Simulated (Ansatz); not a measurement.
# Fields on a plane of Ge (diamond)

```
Ge
1.0
    0.00000     2.83808     2.83808
    2.83808     0.00000     2.83808
    2.83808     2.83808     0.00000
Ge
2
Direct
  0.50000   0.50000   0.50000
  0.75000   0.75000   0.75000
```

The slice is a {100} plane (indices of the conventional cell) through the point (0.750, 0.750, 0.750) (fractional), spanned by u = [100] and v = [0 1 -1] in vectors of this cell: u (4.01 Å) and v (4.01 Å, at 90° to u). It covers one period; positions are fractions (u, v).

Atoms on it: Ge at (0.00, 0.00).

These are PBEsol (plane waves to 420 eV, PAW, scalar-relativistic; Ansatz, a first-principles code) values and carry that method's errors. k mesh 14×14×14. Near the nuclei the fields are pseudised (PAW); where an atom keeps semicore shells as valence, they peak there. Ge was relaxed with its symmetry unable to fall.

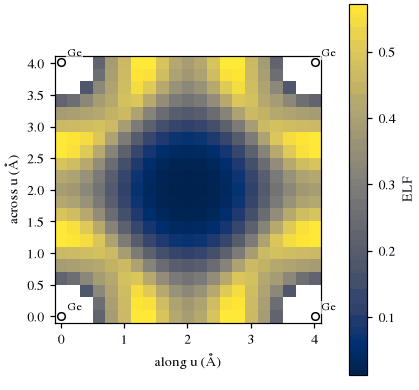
Figure. Electron localisation function (ELF), one period of the plane, atoms marked. Points within 0.5 Å of a nucleus are left white, as the pseudised field means little there.

```
|98754333222223334578|
|77654332222222334567|
|55543332222222333455|
|44433322211122233344|
|33333221111111223333|
|33332211111111122333|
|33222111000001112223|
|22222110000000112222|
|22221110000000111222|
|22221110000000111222|
|22221110000000111222|
|22222110000000112222|
|33222111000001112223|
|33332211111111122333|
|33333221111111223333|
|44433322211122233344|
|55543332222222333455|
|77654332222222334567|
|98754333222223334578|
|99754333222223334579|
```
Scale: ten equal steps from -1.80 (start of '0') to 1.75 (end of '9'), in the order '0123456789'. Values: log₁₀ of the valence density in e/Å³. The map has 20 points along u (one character each, u = 0 at the left) and 20 along v (v = 0 in the bottom row). The scale is logarithmic, as a density can span decades between atoms and voids.
